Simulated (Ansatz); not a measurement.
A hypothetical phase is included: elements placed on a structure type, which no database files for this compound.

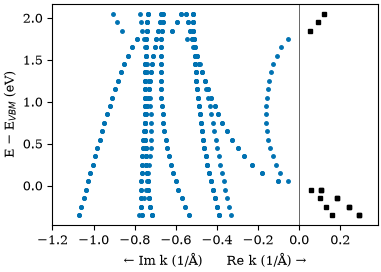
Fig. 1. Complex bands at the centre of the two-dimensional zone; Ansatz (an electronic-structure program) with r2SCAN

The gap is the functional's own. No spin-orbit coupling. Mid-gap values are those at the computed energy nearest the middle.

**Question.** This is GaN (Pm-3n, 12 atoms a cell, 14.2 Å³ an atom, -2 GPa at this level) along the normal of (111). Read off the slowest decay at the centre of the two-dimensional zone at 0.95 eV, the computed energy nearest the middle of the gap.

**Answer.** κ ≈ 0.16 1/Å, a decay length 1/(2κ) of the density of 3.1 Å.
